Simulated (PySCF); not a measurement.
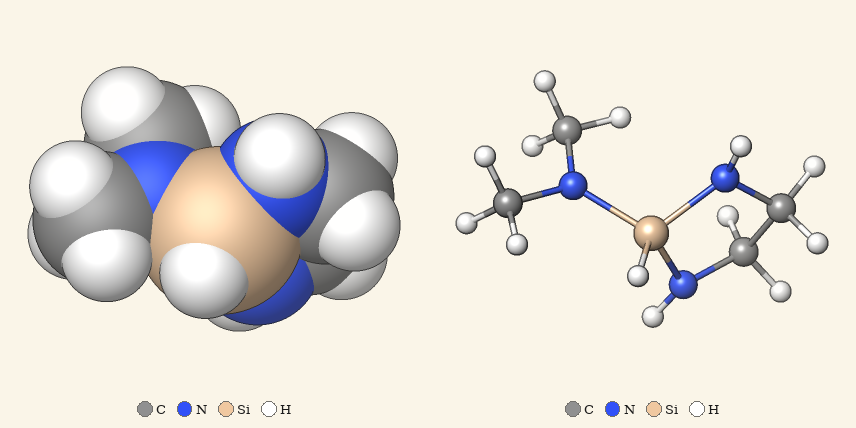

Two views of one molecule.

Description:

The molecule is C₄H₁₃N₃Si. SMILES: `CN(C)[SiH]1NCCN1`. Independent rings (smallest set): 1 of 5 members. Among its groups: Si–H bond, Si–N bond. This geometry has C1 symmetry. Coordination, clear cases only: 4 C tetrahedral; 1 N trigonal planar.

The parts below concern this one geometry. Atoms keep their numbers from picture to picture. The geometry was computed by an optimisation with PBE0-D3(BJ)/def2-SVP. No frequency run is at hand to confirm it as a minimum.

**NMR shielding**

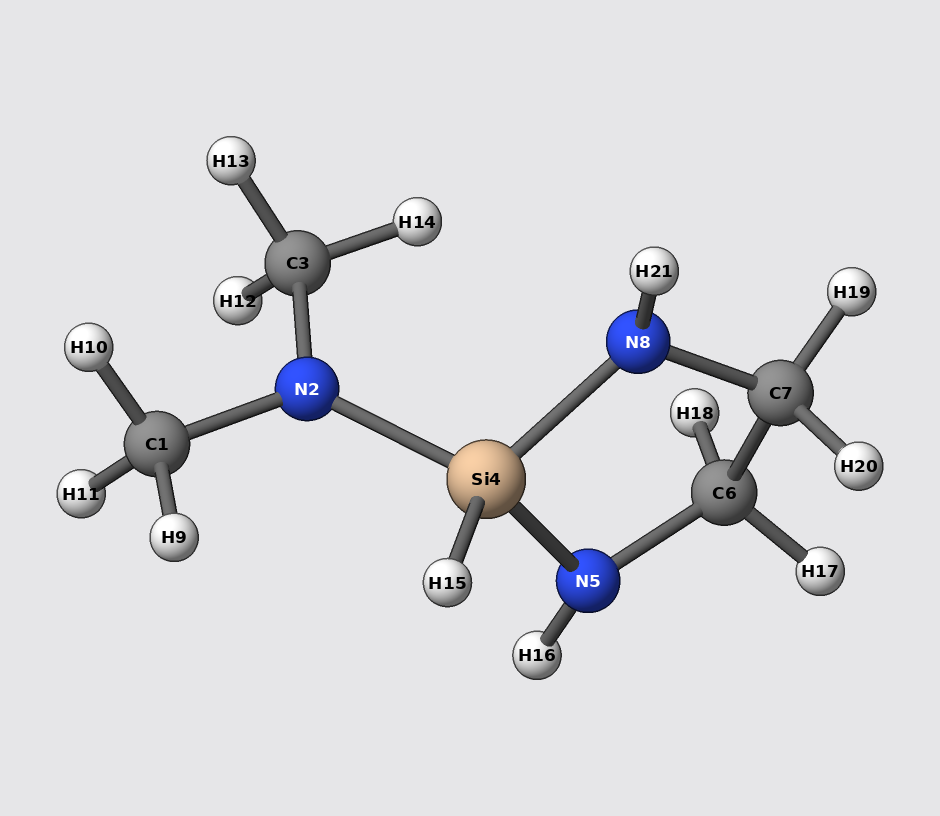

The questions are on isotropic NMR shieldings of the H atoms. No frequency run is at hand to confirm it as a minimum. Level of theory: GIAO PBE0/pcSseg-1 NMR shielding, non-relativistic, gas phase (PySCF 2.14.0).

Give the isotropic NMR shieldings of the H atoms atom by atom.

```
atom  σ (ppm)
  H9    28.33
 H10    29.04
 H11    28.97
 H12    29.10
 H13    29.22
 H14    27.83
 H15    26.47
 H16    31.21
 H17    28.33
 H18    27.94
 H19    28.23
 H20    28.13
 H21    31.18
```

**Quadrupole coupling**

No frequency run is at hand to confirm it as a minimum. Electric field gradients from the ground-state density, PBE0/pcSseg-1 (PySCF 2.14.0), non-relativistic apart from any core potentials.

Give the largest field-gradient component, the quadrupole coupling constant and the asymmetry for 14N at N2 (Q = 20.44 mb), 14N at N5 (Q = 20.44 mb), 14N at N8 (Q = 20.44 mb).

```
atom  V_zz (a.u.)  e²qQ/h (MHz)     η
  N2       −1.071         −5.14  0.42
  N5       −1.065         −5.12  0.42
  N8       −1.039         −4.99  0.42
```

**Ring current**

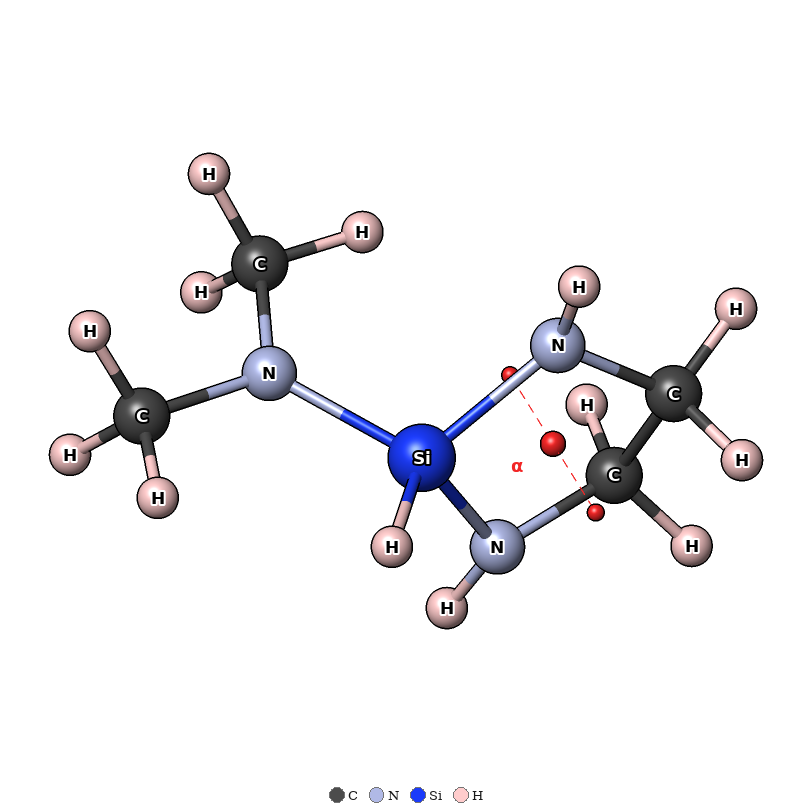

The small points mark where nucleus-independent chemical shifts (NICS) were computed: at the centre of each lettered ring and 1 Å above and below it. No frequency run is at hand to confirm it as a minimum. Properties computed with GIAO WP04/pcSseg-1 NMR shielding, non-relativistic, gas phase (PySCF 2.14.0).

Give NICS(0), NICS(1) and the out-of-plane component NICS(1)zz for each ring (means of the two sides).

```json
{"ring": "α", "members": "C2N2Si", "NICS(0)": "−7.6", "NICS(1)": "−2.6", "NICS(1)zz": "−2.3"}
```

Values in ppm.

> What do the values say about the ring currents?

Ring α: weak, as in a non-aromatic ring. NICS is one index among several.
